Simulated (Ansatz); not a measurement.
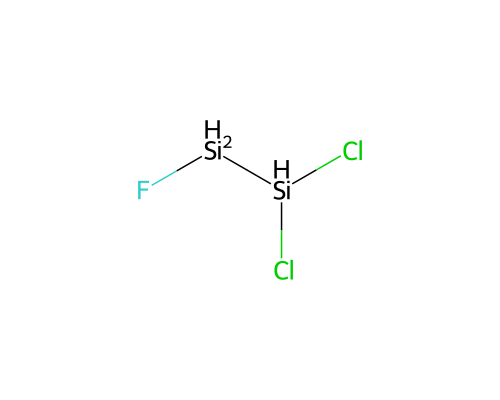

> Transcribe the drawing into SMILES.

F[SiH2][SiH](Cl)Cl

> Give the formula, hydrogens included.

Cl2FH3Si2.

> An optimisation with PBE0-D4/def2-TZVP gave a structure of which point group?

C1. Other conformers may differ.

The parts below concern this one geometry. Atoms keep their numbers from picture to picture. Computed geometry: PBE0-D4/def2-TZVP optimisation.

Shape

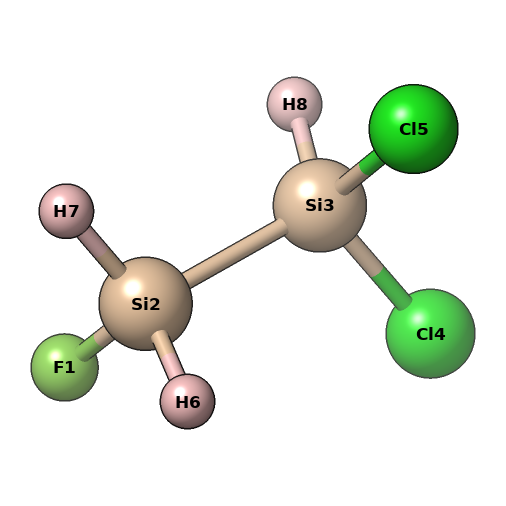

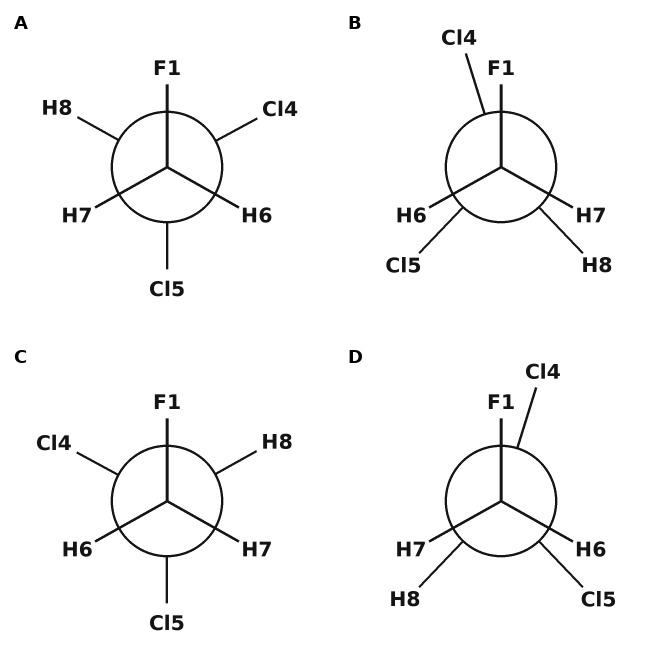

Depth is shown by fading: the farther an atom, the more it takes the colour of the background. Bonds that would overlap in a projection are set slightly apart.

> Which Newman projection shows the view along Si2–Si3, with Si2 in front?

C. The torsion angle F1–Si2–Si3–Cl4 is −62°, synclinal (gauche).

Levels of theory compared

Program: Ansatz 0.2.0.

At this fixed geometry, give dipole (D) at these levels: B3LYP-D4/def2-TZVPP; PBE-D4/def2-TZVPP; PBE0-D4/def2-TZVP; r2SCAN-D4/def2-TZVPP; ωB97M-V/def2-TZVPP.

```csv
level,dipole (D)
B3LYP-D4/def2-TZVPP,1.02
PBE-D4/def2-TZVPP,0.93
PBE0-D4/def2-TZVP,1.03
r2SCAN-D4/def2-TZVPP,0.98
ωB97M-V/def2-TZVPP,1.01
```

Vibrations

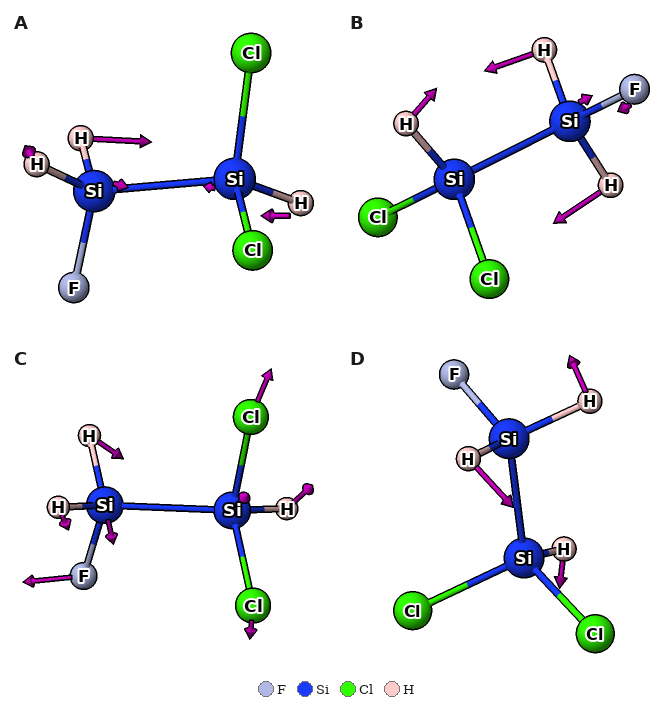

4 normal modes of one molecule or complex, as arrows. Harmonic vibrations computed with RKS PBE0-D4/def2-TZVP (Ansatz 0.2.0) at a stationary point of the same level.

> Match the panels to the wavenumbers 214 cm⁻¹, 409 cm⁻¹, 721 cm⁻¹, 902 cm⁻¹.

A: 409 cm⁻¹
B: 902 cm⁻¹
C: 214 cm⁻¹, angle bending
D: 721 cm⁻¹, F–Si–H bending

Thermal motion

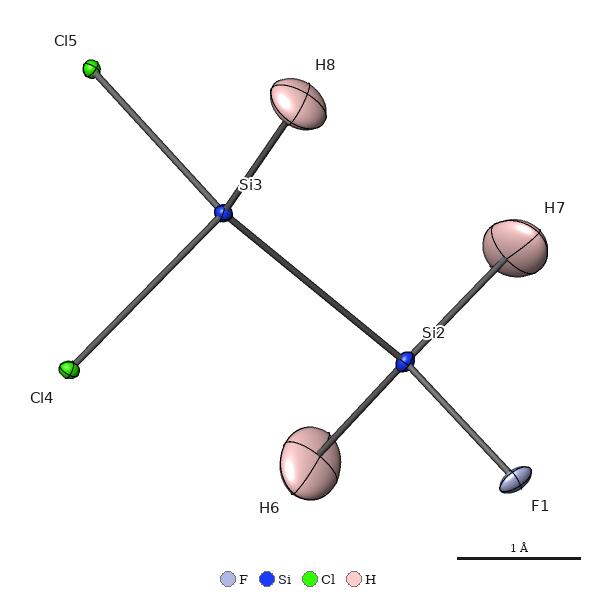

Displacement ellipsoids at the 50 % level, from the internal vibrations of the free molecule (harmonic, no overall translation or rotation; no half-axis is drawn under 0.075 Å). Vibrations computed with RKS PBE0-D4/def2-TZVP (Ansatz 0.2.0). Temperature: 0 K (zero-point motion alone).

> Which atom has the largest mean-square displacement?

H6, with U_eq = 0.0313 Å².

> Does H6 move more along its bond or across it?

Across it: the root-mean-square amplitude is 0.099 Å along the bond and up to 0.235 Å across, since bending and torsion are softer than stretching.

List U_eq and the three principal root-mean-square amplitudes for each kind of atom.

```
atom  U_eq (Å²)   rms amplitudes (Å)
  F1     0.0052  0.038, 0.068, 0.098
 Si2     0.0021  0.032, 0.042, 0.059
 Si3     0.0016  0.034, 0.040, 0.046
 Cl4     0.0016  0.020, 0.036, 0.056
 Cl5     0.0015  0.029, 0.036, 0.049
  H6     0.0313  0.092, 0.174, 0.235
  H7     0.0305  0.094, 0.169, 0.233
  H8     0.0197  0.095, 0.150, 0.166
```

Charges

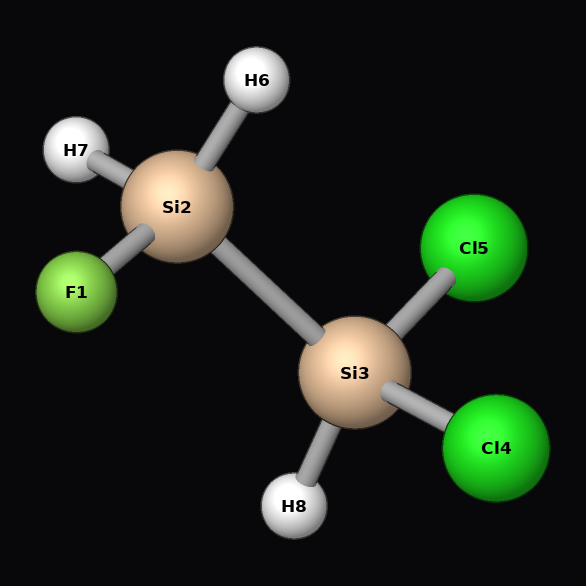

The questions are on Mulliken charges. Level of theory: RKS ωB97M-V/def2-TZVPP (Ansatz 0.2.0).

> Which atom carries the highest charge (most positive or least negative)?

Si2 (0.40 e).

> And the lowest?

F1 (−0.31 e).

List the Mulliken charges.

```
atom  value (e)
  F1      −0.31
 Si2       0.40
 Si3       0.34
 Cl4      −0.19
 Cl5      −0.19
  H6      −0.02
  H7      −0.03
  H8      −0.01
```

Mulliken values depend strongly on the basis set and can even reverse the polarity of a bond.
